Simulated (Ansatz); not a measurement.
```yaml
atoms:
  - { symbol: Zr, position_ang: [0.1663, -0.1747, -0.0818] }
  - { symbol: Cl, position_ang: [-0.0073, -0.0721, 2.4042] }
  - { symbol: O, position_ang: [1.9837, -0.5423, -0.5165] }
  - { symbol: H, position_ang: [2.9311, -0.5842, -0.6735] }
  - { symbol: F, position_ang: [-0.4120, 1.4829, -0.8575] }
  - { symbol: N, position_ang: [-0.8462, -1.7414, -0.8512] }
  - { symbol: H, position_ang: [-0.4707, -2.5998, -1.2539] }
  - { symbol: H, position_ang: [-1.8623, -1.7342, -0.9499] }
  - { symbol: S, position_ang: [-3.4179, 0.2010, 0.9426] }
  - { symbol: H, position_ang: [-3.6582, -1.0843, 1.2943] }
  - { symbol: H, position_ang: [-2.5031, 0.3642, 1.9655] }
```

Core potentials replace the inner electrons of Zr; not at a stationary point (largest force 0.8 eV/Å).

These are results of RKS B3LYP-D4/def2-SVP (Ansatz 0.2.0), not measurements.

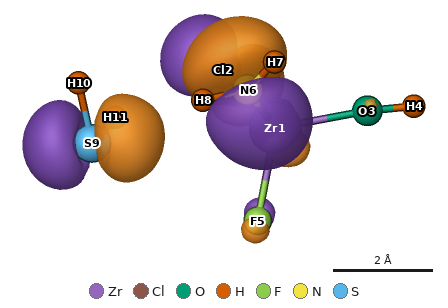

ClFH3NOZr···H2S. The HOMO−1 at ±0.1 Å⁻³ᐟ² (orange and purple are the two phases), seen from one side.

Describe this orbital and give its energy.

It lies mainly on N6 (about 45 %), Cl2 (about 15 %), S9 (about 15 %) and Zr1 (about 10 %); largely a combination of lone pairs on N6, Cl2 and S9. Its energy is −7.44 eV.
